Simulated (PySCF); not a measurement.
C6H11B

```yaml
atoms:
  - { symbol: C, position_ang: [2.8882, -0.3373, -0.5864] }
  - { symbol: C, position_ang: [1.6724, 0.1655, -0.7046] }
  - { symbol: C, position_ang: [0.5030, -0.1965, 0.1486] }
  - { symbol: B, position_ang: [-0.6376, -1.0802, -0.5091] }
  - { symbol: C, position_ang: [-2.0060, -0.4947, -0.0054] }
  - { symbol: C, position_ang: [-1.6314, 0.5081, 1.0983] }
  - { symbol: C, position_ang: [-0.2504, 1.0311, 0.7035] }
  - { symbol: H, position_ang: [3.1307, -1.0629, 0.1732] }
  - { symbol: H, position_ang: [3.6919, -0.0546, -1.2453] }
  - { symbol: H, position_ang: [1.4632, 0.8926, -1.4800] }
  - { symbol: H, position_ang: [0.8723, -0.7848, 1.0006] }
  - { symbol: H, position_ang: [-0.4800, -1.9838, -1.2294] }
  - { symbol: H, position_ang: [-2.4652, 0.0447, -0.8408] }
  - { symbol: H, position_ang: [-2.7556, -1.2123, 0.3293] }
  - { symbol: H, position_ang: [-1.5642, -0.0151, 2.0546] }
  - { symbol: H, position_ang: [-2.3603, 1.3123, 1.2054] }
  - { symbol: H, position_ang: [0.2731, 1.4985, 1.5383] }
  - { symbol: H, position_ang: [-0.3529, 1.7759, -0.0890] }
```

Geometry: GFN2-xTB.

Method: PBE0/pcSseg-1, SCF density, gas phase, non-relativistic in PySCF 2.14.0.

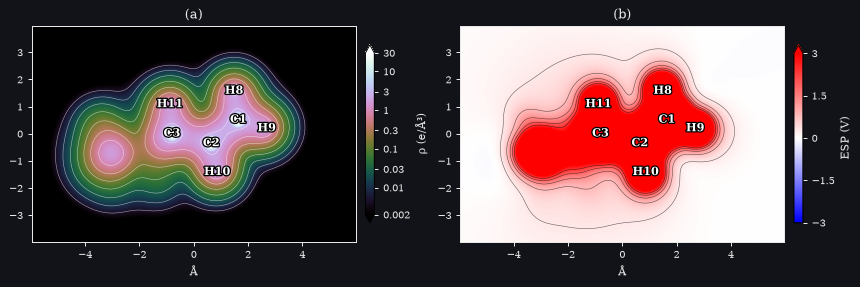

Figure 1. (a) total electron density; (b) electrostatic potential on the plane of atoms C3, C2 and H10.

Interpret the plot.

Answer.
- The plane passes through C and H nuclei.
- C–C (1.32 Å): ρ at the midpoint is about 2.3 e/Å³.
- C–H (1.08 Å): the density is about 2 e/Å³ at the midpoint.
- C–C (1.49 Å): ρ at the midpoint is about 1.7 e/Å³.
- The potential has no marked negative region in this plane.

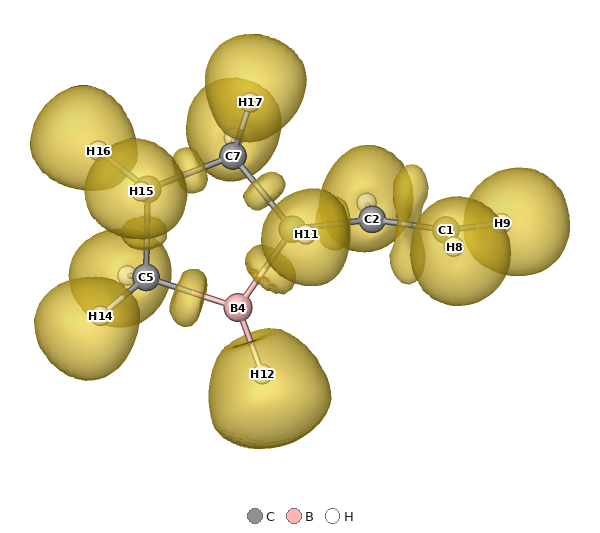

Figure 2. Isosurface of the electron localisation function at 0.85 (yellow), seen across its widest extent. Core shells and regions of very low density are left out.

Describe the localisation domains.

Answer. The surface consists of two regions between bonded B–C atoms (shared pairs), five regions between bonded C–C atoms (shared pairs) and eleven regions around hydrogen nuclei.


C–C (1.32 Å): the ELF peaks at about 0.95 between the atoms: a short, multiple covalent bond. C–B (1.57 Å): the ELF peaks at about 0.95 between the atoms (a shared electron pair).

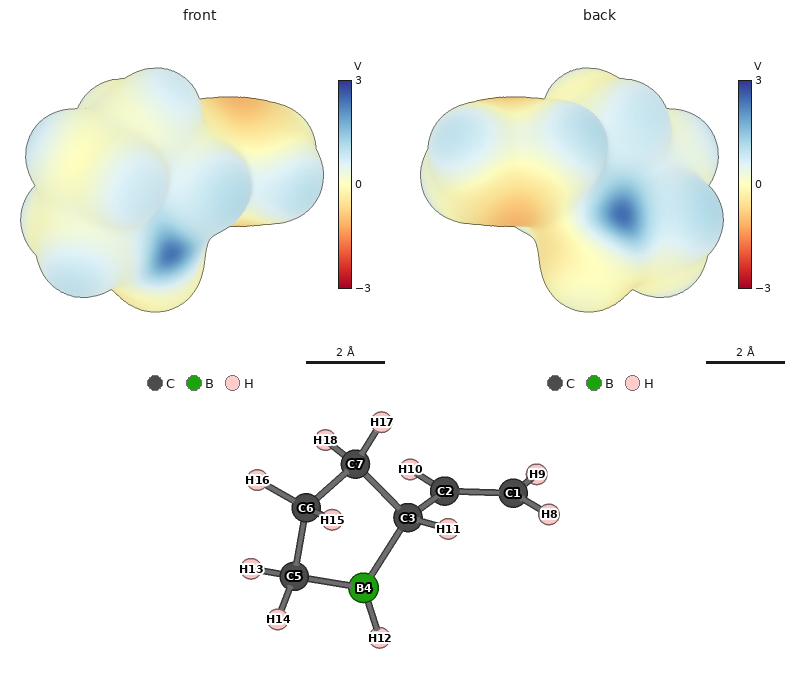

Figure 3. The electrostatic potential painted on the density surface at 0.004 e/bohr³, seen from the front and from behind; the colour scale runs from red (negative) to blue (positive). The bare structure is drawn below in the same view.

Where is the surface potential most negative and most positive?

Answer. The most negative region (about −1.0 V) lies over the π face of C1 and C2, the most positive (about +2.2 V) over B4.
